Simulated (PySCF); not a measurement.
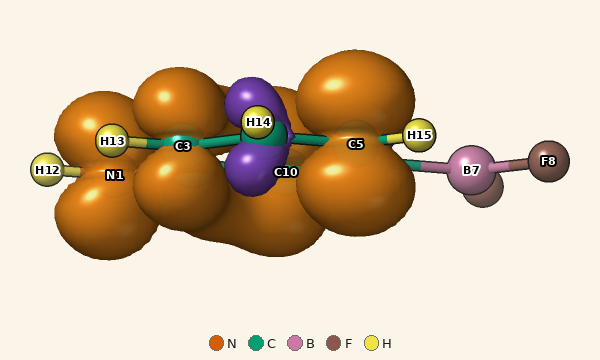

The picture shows: C₆H₆BF₂N (SMILES [NH2+]c1cccc(B(F)F)c1) (charge +1, doublet). Isosurfaces of the spin density at +0.02 (orange) and −0.02 e/Å³ (purple), seen from one side.

Geometry: GFN2-xTB.

Computed with UKS B3LYP, pcH-1 on B C F H N, non-relativistic, mean-field spin-orbit, GIAO in PySCF 2.14.0, density-fitted response routines.

```yaml
atoms:
  - { symbol: N, position_ang: [-2.2588, -1.2699, 0.0417] }
  - { symbol: C, position_ang: [-1.2294, -0.4362, 0.0084] }
  - { symbol: C, position_ang: [-1.4375, 0.9752, -0.0629] }
  - { symbol: C, position_ang: [-0.3613, 1.8219, -0.0955] }
  - { symbol: C, position_ang: [0.9435, 1.3105, -0.0591] }
  - { symbol: C, position_ang: [1.1875, -0.0807, 0.0132] }
  - { symbol: B, position_ang: [2.6714, -0.6396, 0.0584] }
  - { symbol: F, position_ang: [3.6993, 0.1596, 0.0382] }
  - { symbol: F, position_ang: [2.9030, -1.9221, 0.1195] }
  - { symbol: C, position_ang: [0.1073, -0.9375, 0.0447] }
  - { symbol: H, position_ang: [-2.1175, -2.2714, 0.0925] }
  - { symbol: H, position_ang: [-3.2116, -0.9273, 0.0168] }
  - { symbol: H, position_ang: [-2.4470, 1.3573, -0.0909] }
  - { symbol: H, position_ang: [-0.5124, 2.8893, -0.1493] }
  - { symbol: H, position_ang: [1.7874, 1.9845, -0.0860] }
  - { symbol: H, position_ang: [0.2686, -2.0045, 0.0989] }
```

> Where is the unpaired spin?

The unpaired spin (1 electron) lies mostly on N1 (about 0.3), C5 (about 0.3), C10 (about 0.2), C3 (about 0.1) and C2 (about 0.1), in electrons by Hirshfeld's partition.
